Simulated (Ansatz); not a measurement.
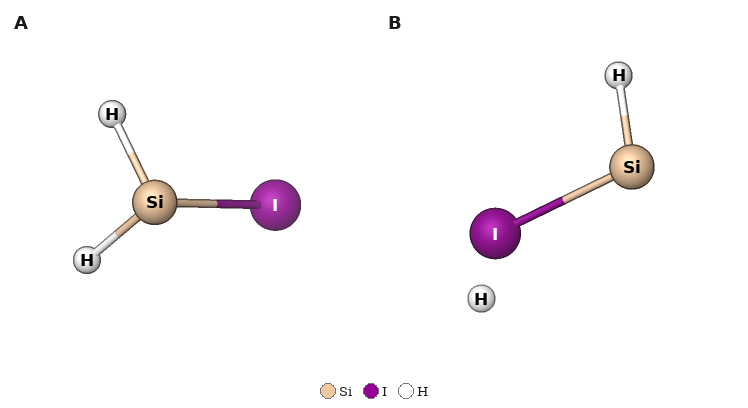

2 stationary structures of one formula. Charge −1, singlet. Geometries: PBE0-D4/def2-TZVPD. Electronic energies: RHF-CCSD(T) (frozen core)/def2-TZVPPD (Ansatz 0.2.0), without zero-point energy. No frequency run is at hand to confirm each as a minimum.

> Which structure is the most stable?

A is lowest; B lies 304.8 kJ/mol above it.
